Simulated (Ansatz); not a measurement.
# CH₉NSn: geometry relaxation (part 2 of 3)

CH₉NSn; RKS PBE0-D4/def2-TZVP (Ansatz 0.2.0). The geometry is a transition state displaced along its imaginary mode. The reaction was set up to form Sn1–N7 and H2–H6 and to break Sn1–H2 and H6–N7 (atoms counted from 1 in the order of the input); sticks are drawn by distance alone.

Geometry of the input (Å):
```
Sn -1.4190  0.4271  -0.3886
H  -0.0640  1.7314  1.0852
H  -1.9005  -0.9583  -1.2341
H  -2.6866  0.8913  0.6774
H  -1.0037  1.6388  -1.5274
H  0.1889  1.0690  1.1114
N  0.2561  -0.4173  0.5840
C  1.4039  -0.7563  -0.2280
H  0.0383  -1.1391  1.2608
H  1.7468  0.1402  -0.7643
H  1.1940  -1.5365  -0.9667
H  2.2458  -1.0904  0.3904
```

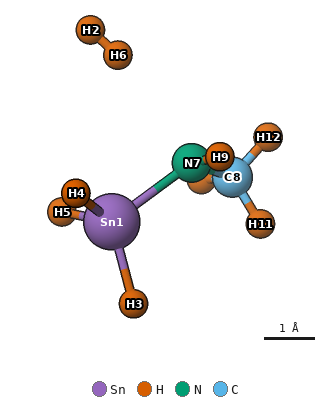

**Figure 1.** The geometry at step 12 of the log (ball-and-stick view, seen at a tilt; atoms are numbered from 1 in the order of the input).

Trajectory as extended XYZ, continued
```
12
Properties=species:S:1:pos:R:3:forces:R:3 step=3 energy=-8501.45236
Sn   -1.4335    0.2648   -0.4431    0.0014  -0.1349  -0.0398
H     0.0257    2.0638    1.2604    0.2834  -0.4289   0.0921
H    -2.0297   -1.0431   -1.3669   -0.1090  -0.0274  -0.0952
H    -2.5922    0.8078    0.6849    0.0696  -0.0821   0.0020
H    -0.9346    1.5389   -1.4609    0.0491  -0.0756   0.0376
H     0.2389    1.2995    1.2120   -0.1561   1.1846   0.2464
N     0.2167   -0.4438    0.5548   -0.1742  -0.3286  -0.1318
C     1.3794   -0.7707   -0.2478    0.0748  -0.0011  -0.0092
H    -0.0219   -1.1973    1.1876    0.0173  -0.0439  -0.0659
H     1.7288    0.1288   -0.7676   -0.0354  -0.0312   0.0001
H     1.2172   -1.5496   -1.0058    0.0228  -0.0243  -0.0337
H     2.2054   -1.0992    0.3924   -0.0437  -0.0065  -0.0026
12
Properties=species:S:1:pos:R:3:forces:R:3 step=4 energy=-8501.62738
Sn   -1.4487    0.2017   -0.4744   -0.0231  -0.0310  -0.0156
H     0.0958    2.2207    1.3593    0.1427  -0.2792   0.0288
H    -2.0970   -1.0636   -1.4297   -0.0517   0.0050  -0.0440
H    -2.5734    0.7463    0.6840    0.0012  -0.0611  -0.0003
H    -0.9136    1.4869   -1.4568    0.0221  -0.0397  -0.0113
H     0.2652    1.4717    1.2919   -0.0629   0.6317   0.1435
N     0.1908   -0.4802    0.5284   -0.0188  -0.2084  -0.0669
C     1.3732   -0.7868   -0.2581    0.0063  -0.0165  -0.0026
H    -0.0376   -1.2426    1.1539    0.0088  -0.0015  -0.0362
H     1.7141    0.1177   -0.7717   -0.0112  -0.0053  -0.0087
H     1.2390   -1.5677   -1.0222    0.0091  -0.0006   0.0112
H     2.1924   -1.1044    0.3953   -0.0226   0.0067   0.0021
12
Properties=species:S:1:pos:R:3:forces:R:3 step=5 energy=-8501.69885
Sn   -1.4646    0.1561   -0.4987   -0.0370   0.0108  -0.0271
H     0.1575    2.3658    1.4502   -0.0021   0.2203   0.0490
H    -2.1538   -1.0679   -1.4841   -0.0071  -0.0019  -0.0127
H    -2.5833    0.6805    0.6756    0.0023  -0.0283  -0.0087
H    -0.9046    1.4409   -1.4696   -0.0016  -0.0168   0.0059
H     0.3083    1.6363    1.3860    0.0408  -0.0815   0.0235
N     0.1699   -0.5215    0.5008    0.0781  -0.1179  -0.0305
C     1.3704   -0.8064   -0.2692   -0.0525  -0.0277  -0.0068
H    -0.0471   -1.2869    1.1258   -0.0115   0.0091  -0.0206
H     1.6979    0.1016   -0.7842   -0.0027   0.0009  -0.0099
H     1.2639   -1.5952   -1.0309    0.0056   0.0190   0.0364
H     2.1859   -1.1035    0.3981   -0.0124   0.0139   0.0015
12
Properties=species:S:1:pos:R:3:forces:R:3 step=6 energy=-8501.71848
Sn   -1.4628    0.1379   -0.5270    0.0326  -0.0045   0.0118
H     0.1749    2.5027    1.5626    0.0033  -0.0335   0.0383
H    -2.1504   -1.0768   -1.5251   -0.0066   0.0058  -0.0237
H    -2.5805    0.6397    0.6571   -0.0067  -0.0181  -0.0016
H    -0.8930    1.4362   -1.4727   -0.0208  -0.0058  -0.0181
H     0.2612    1.7561    1.5391    0.0253   0.0834  -0.0179
N     0.1778   -0.5346    0.4630    0.0018  -0.0343   0.0402
C     1.3697   -0.8504   -0.3053   -0.0178  -0.0019   0.0052
H    -0.0349   -1.2614    1.1349    0.0273   0.0221  -0.0770
H     1.6733    0.0282   -0.8871   -0.0232  -0.0761   0.0379
H     1.2646   -1.6921   -1.0103    0.0162   0.0509   0.0578
H     2.2002   -1.0856    0.3708   -0.0312   0.0119  -0.0529
12
Properties=species:S:1:pos:R:3:forces:R:3 step=7 energy=-8501.72438
Sn   -1.4671    0.1259   -0.5370    0.0137  -0.0194  -0.0054
H     0.2009    2.5578    1.6217   -0.0051   0.0434   0.0291
H    -2.1525   -1.0748   -1.5542   -0.0015  -0.0134  -0.0097
H    -2.5936    0.6079    0.6473    0.0050  -0.0076  -0.0013
H    -0.9104    1.4272   -1.4871   -0.0031   0.0061   0.0116
H     0.2910    1.8161    1.5715    0.0242  -0.0219  -0.0206
N     0.1723   -0.5471    0.4541   -0.0120   0.0065   0.0392
C     1.3668   -0.8613   -0.3092   -0.0020  -0.0033  -0.0070
H    -0.0381   -1.2712    1.1292    0.0130   0.0252  -0.0700
H     1.6583    0.0101   -0.9076   -0.0170  -0.0749   0.0376
H     1.2712   -1.7170   -0.9981    0.0156   0.0486   0.0483
H     2.2013   -1.0735    0.3696   -0.0307   0.0107  -0.0518
12
Properties=species:S:1:pos:R:3:forces:R:3 step=8 energy=-8501.72778
Sn   -1.4725    0.1126   -0.5490   -0.0227  -0.0114  -0.0230
H     0.2280    2.6106    1.6815    0.0091  -0.0406   0.0091
H    -2.1465   -1.0856   -1.5786    0.0031  -0.0064  -0.0031
H    -2.6074    0.5768    0.6349    0.0063  -0.0071  -0.0024
H    -0.9275    1.4262   -1.4897    0.0039   0.0003   0.0182
H     0.3308    1.8726    1.5908    0.0018   0.0415  -0.0079
N     0.1641   -0.5563    0.4456    0.0015   0.0340   0.0401
C     1.3613   -0.8698   -0.3117    0.0134  -0.0073  -0.0108
H    -0.0481   -1.2819    1.1173    0.0022   0.0086  -0.0327
H     1.6437   -0.0067   -0.9242   -0.0071  -0.0420   0.0182
H     1.2758   -1.7370   -0.9855    0.0049   0.0242   0.0234
H     2.1985   -1.0615    0.3688   -0.0161   0.0061  -0.0291
12
Properties=species:S:1:pos:R:3:forces:R:3 step=9 energy=-8501.72929
Sn   -1.4791    0.1043   -0.5595   -0.0201  -0.0150  -0.0165
H     0.2512    2.6386    1.7261    0.0136  -0.0474  -0.0010
H    -2.1375   -1.0943   -1.6000    0.0081   0.0047  -0.0024
H    -2.6234    0.5459    0.6243    0.0078  -0.0024  -0.0075
H    -0.9361    1.4302   -1.4840   -0.0060  -0.0010   0.0118
H     0.3636    1.9076    1.5986   -0.0077   0.0395  -0.0007
N     0.1582   -0.5551    0.4399    0.0016   0.0438   0.0324
C     1.3557   -0.8745   -0.3134    0.0229  -0.0110  -0.0153
H    -0.0549   -1.2781    1.1131   -0.0050  -0.0071  -0.0013
H     1.6305   -0.0229   -0.9439   -0.0022  -0.0220   0.0070
H     1.2755   -1.7555   -0.9689   -0.0004   0.0137   0.0106
H     2.1966   -1.0463    0.3677   -0.0125   0.0043  -0.0173
12
Properties=species:S:1:pos:R:3:forces:R:3 step=10 energy=-8501.73077
Sn   -1.4859    0.0936   -0.5724   -0.0130   0.0134  -0.0108
H     0.2897    2.6482    1.7755    0.0243  -0.1197  -0.0244
H    -2.1102   -1.1021   -1.6375    0.0122   0.0005   0.0166
H    -2.6436    0.5103    0.6067   -0.0039  -0.0154  -0.0058
H    -0.9644    1.4412   -1.4770    0.0024   0.0030   0.0000
H     0.3930    1.9220    1.6062   -0.0211   0.1084   0.0215
N     0.1566   -0.5366    0.4396   -0.0196   0.0371   0.0009
C     1.3476   -0.8777   -0.3143    0.0549  -0.0142  -0.0374
H    -0.0566   -1.2474    1.1256   -0.0025  -0.0119   0.0147
H     1.6130   -0.0477   -0.9784   -0.0109  -0.0410   0.0287
H     1.2641   -1.7822   -0.9379    0.0022   0.0374   0.0242
H     2.1968   -1.0216    0.3638   -0.0250   0.0024  -0.0282
12
Properties=species:S:1:pos:R:3:forces:R:3 step=11 energy=-8501.73152
Sn   -1.4926    0.0983   -0.5899   -0.0101  -0.0567   0.0293
H     0.3491    2.6365    1.8252    0.0322  -0.2133  -0.0640
H    -2.0619   -1.1221   -1.6591    0.0202   0.0268  -0.0063
H    -2.6852    0.4444    0.5793    0.0201   0.0239  -0.0212
H    -0.9937    1.4663   -1.4775   -0.0232  -0.0099   0.0108
H     0.4300    1.9169    1.6080   -0.0302   0.2031   0.0620
N     0.1535   -0.4992    0.4405   -0.0144   0.0220  -0.0335
C     1.3350   -0.8754   -0.3142    0.0583  -0.0077  -0.0551
H    -0.0626   -1.1922    1.1445    0.0025   0.0065   0.0031
H     1.5969   -0.0730   -1.0152   -0.0256  -0.0742   0.0682
H     1.2401   -1.8048   -0.9014    0.0041   0.0812   0.0496
H     2.1917   -0.9957    0.3599   -0.0337  -0.0015  -0.0429
12
Properties=species:S:1:pos:R:3:forces:R:3 step=12 energy=-8501.73341
Sn   -1.4992    0.0907   -0.5911    0.0035   0.0022   0.0081
H     0.3764    2.6096    1.8333    0.0216  -0.1615  -0.0536
H    -2.0348   -1.1288   -1.6781    0.0027   0.0161   0.0234
H    -2.6986    0.4456    0.5691    0.0186  -0.0208  -0.0244
H    -1.0205    1.4690   -1.4735   -0.0062  -0.0015  -0.0031
H     0.4379    1.8952    1.5976   -0.0183   0.1566   0.0545
N     0.1536   -0.4810    0.4439   -0.0246  -0.0121  -0.0153
C     1.3316   -0.8697   -0.3117   -0.0137  -0.0027   0.0104
H    -0.0588   -1.1641    1.1595    0.0121   0.0191  -0.0113
H     1.5921   -0.0788   -1.0210   -0.0033   0.0111   0.0015
H     1.2312   -1.8026   -0.8864   -0.0068  -0.0004   0.0038
H     2.1893   -0.9850    0.3585    0.0143  -0.0063   0.0061
12
Properties=species:S:1:pos:R:3:forces:R:3 step=13 energy=-8501.73336 accepted=F
Sn   -1.4930    0.0925   -0.5987   -0.0156   0.0042  -0.0237
H     0.3731    2.6314    1.8678   -0.0002  -0.0543  -0.0033
H    -2.0134   -1.1396   -1.6790    0.0051   0.0179   0.0192
H    -2.6980    0.4328    0.5593    0.0220  -0.0141  -0.0110
H    -1.0377    1.4748   -1.4875   -0.0083  -0.0027  -0.0052
H     0.4059    1.9106    1.6593    0.0071   0.0500  -0.0029
N     0.1686   -0.4577    0.4292    0.0206   0.0256  -0.0148
C     1.3316   -0.8875   -0.3273   -0.0417   0.0194  -0.0199
H    -0.0386   -1.1039    1.1774    0.0002  -0.0402   0.0280
H     1.6041   -0.1138   -1.0516   -0.0061  -0.0085  -0.0046
H     1.2046   -1.8283   -0.8839   -0.0054   0.0045  -0.0027
H     2.1930   -1.0114    0.3351    0.0223  -0.0017   0.0408
12
Properties=species:S:1:pos:R:3:forces:R:3 step=14 energy=-8501.73451
Sn   -1.5041    0.0871   -0.5988   -0.0012  -0.0003   0.0090
H     0.4100    2.6020    1.8423    0.0072  -0.0320  -0.0106
H    -2.0300   -1.1389   -1.6810    0.0013   0.0041   0.0049
H    -2.7074    0.4290    0.5591    0.0051  -0.0079  -0.0099
H    -1.0375    1.4679   -1.4831   -0.0030   0.0001  -0.0027
H     0.4474    1.8918    1.6015   -0.0029   0.0283   0.0112
N     0.1485   -0.4728    0.4407    0.0037  -0.0026  -0.0050
C     1.3289   -0.8645   -0.3089   -0.0090   0.0000   0.0076
H    -0.0614   -1.1477    1.1641    0.0007   0.0076  -0.0051
H     1.5960   -0.0722   -1.0144   -0.0006   0.0024  -0.0022
H     1.2265   -1.7957   -0.8862    0.0003   0.0009   0.0000
H     2.1835   -0.9859    0.3647   -0.0017  -0.0007   0.0029
12
Properties=species:S:1:pos:R:3:forces:R:3 step=15 energy=-8501.73523
Sn   -1.5156    0.0794   -0.6119   -0.0063  -0.0012  -0.0053
H     0.4757    2.5838    1.8650    0.0052  -0.0034   0.0009
H    -2.0073   -1.1558   -1.6994    0.0041  -0.0019   0.0041
H    -2.7366    0.3921    0.5351    0.0071  -0.0008  -0.0021
H    -1.0755    1.4694   -1.4961   -0.0008  -0.0004   0.0049
H     0.4812    1.8782    1.6104   -0.0009   0.0030  -0.0007
N     0.1403   -0.4492    0.4383    0.0134  -0.0150   0.0072
C     1.3213   -0.8545   -0.3037   -0.0103   0.0057  -0.0025
H    -0.0665   -1.1085    1.1772   -0.0019   0.0109  -0.0149
H     1.5932   -0.0707   -1.0176   -0.0030  -0.0123   0.0046
H     1.2158   -1.7923   -0.8703    0.0051   0.0117   0.0036
H     2.1742   -0.9720    0.3731   -0.0117   0.0036   0.0002
12
Properties=species:S:1:pos:R:3:forces:R:3 step=16 energy=-8501.73565
Sn   -1.5424    0.0609   -0.6416    0.0179  -0.0088   0.0188
H     0.6105    2.5479    1.8984   -0.0013  -0.0869  -0.0336
H    -1.9694   -1.1998   -1.7285    0.0021   0.0288   0.0017
H    -2.7841    0.3310    0.4937   -0.0040  -0.0011  -0.0068
H    -1.1379    1.4726   -1.5102   -0.0100  -0.0260  -0.0057
H     0.5526    1.8533    1.6132    0.0052   0.0891   0.0338
N     0.1144   -0.4157    0.4331    0.0260  -0.0455   0.0362
C     1.3049   -0.8288   -0.2901   -0.0191   0.0127   0.0082
H    -0.0887   -1.0571    1.1899   -0.0036   0.0333  -0.0494
H     1.5839   -0.0532   -1.0102   -0.0003  -0.0166   0.0031
H     1.2064   -1.7738   -0.8458    0.0092   0.0113   0.0015
H     2.1502   -0.9375    0.3983   -0.0220   0.0096  -0.0078
12
Properties=species:S:1:pos:R:3:forces:R:3 step=17 energy=-8501.73610
Sn   -1.5516    0.0534   -0.6427    0.0063  -0.0102  -0.0168
H     0.6603    2.5382    1.9005   -0.0072  -0.1135  -0.0502
H    -1.9713   -1.1989   -1.7407    0.0017  -0.0050   0.0059
H    -2.8043    0.3137    0.4825    0.0048   0.0059   0.0017
H    -1.1546    1.4590   -1.5234    0.0014  -0.0018   0.0170
H     0.5800    1.8490    1.6052    0.0107   0.1141   0.0513
N     0.1034   -0.4168    0.4370    0.0199  -0.0337   0.0265
C     1.3014   -0.8166   -0.2811   -0.0045   0.0079   0.0041
H    -0.0989   -1.0641    1.1884   -0.0078   0.0273  -0.0346
H     1.5790   -0.0350   -0.9956   -0.0018  -0.0197   0.0079
H     1.2136   -1.7595   -0.8426    0.0099   0.0180   0.0070
H     2.1432   -0.9225    0.4126   -0.0334   0.0108  -0.0197
12
Properties=species:S:1:pos:R:3:forces:R:3 step=18 energy=-8501.73670
Sn   -1.5582    0.0432   -0.6473   -0.0061   0.0224  -0.0018
H     0.6944    2.5334    1.8936   -0.0043  -0.0665  -0.0318
H    -1.9842   -1.2061   -1.7440    0.0023  -0.0170  -0.0061
H    -2.8102    0.3141    0.4754   -0.0054  -0.0034   0.0078
H    -1.1546    1.4505   -1.5206    0.0056   0.0032  -0.0028
H     0.5945    1.8479    1.5998    0.0075   0.0646   0.0324
N     0.0922   -0.4253    0.4380    0.0285  -0.0208   0.0062
C     1.2993   -0.8061   -0.2746    0.0071  -0.0007   0.0072
H    -0.1105   -1.0822    1.1799   -0.0065   0.0063  -0.0064
H     1.5736   -0.0166   -0.9816   -0.0051  -0.0161   0.0090
H     1.2268   -1.7460   -0.8435    0.0092   0.0199   0.0106
H     2.1372   -0.9069    0.4248   -0.0328   0.0079  -0.0245
12
Properties=species:S:1:pos:R:3:forces:R:3 step=19 energy=-8501.73726
Sn   -1.5784    0.0320   -0.6587    0.0124  -0.0110   0.0139
H     0.7905    2.5125    1.8766   -0.0094  -0.0618  -0.0274
H    -1.9886   -1.2272   -1.7494   -0.0122  -0.0084  -0.0235
H    -2.8374    0.2936    0.4591   -0.0042   0.0104  -0.0083
H    -1.1581    1.4345   -1.5305   -0.0122   0.0097  -0.0038
H     0.6389    1.8304    1.5982    0.0116   0.0568   0.0260
N     0.0626   -0.4348    0.4401    0.0513   0.0069  -0.0230
C     1.2890   -0.7782   -0.2592   -0.0014  -0.0163   0.0185
H    -0.1413   -1.1088    1.1652    0.0025  -0.0134   0.0172
H     1.5534    0.0230   -0.9565   -0.0140  -0.0089   0.0110
H     1.2507   -1.7157   -0.8367   -0.0023   0.0365   0.0250
H     2.1187   -0.8614    0.4520   -0.0222  -0.0005  -0.0255
12
Properties=species:S:1:pos:R:3:forces:R:3 step=20 energy=-8501.73777
Sn   -1.5909    0.0185   -0.6683   -0.0068   0.0022   0.0051
H     0.8665    2.4838    1.8631   -0.0338  -0.1313  -0.0487
H    -1.9891   -1.2414   -1.7653    0.0008   0.0025  -0.0009
H    -2.8617    0.2806    0.4368    0.0022  -0.0059  -0.0056
H    -1.1822    1.4268   -1.5373    0.0013   0.0019  -0.0052
H     0.6723    1.8036    1.6006    0.0365   0.1280   0.0461
N     0.0463   -0.4313    0.4443    0.0375   0.0060  -0.0386
C     1.2827   -0.7569   -0.2460   -0.0045  -0.0266   0.0126
H    -0.1551   -1.1091    1.1666    0.0045  -0.0136   0.0135
H     1.5389    0.0467   -0.9434   -0.0137  -0.0052   0.0094
H     1.2636   -1.6964   -0.8217   -0.0056   0.0447   0.0321
H     2.1089   -0.8248    0.4706   -0.0184  -0.0027  -0.0200
```
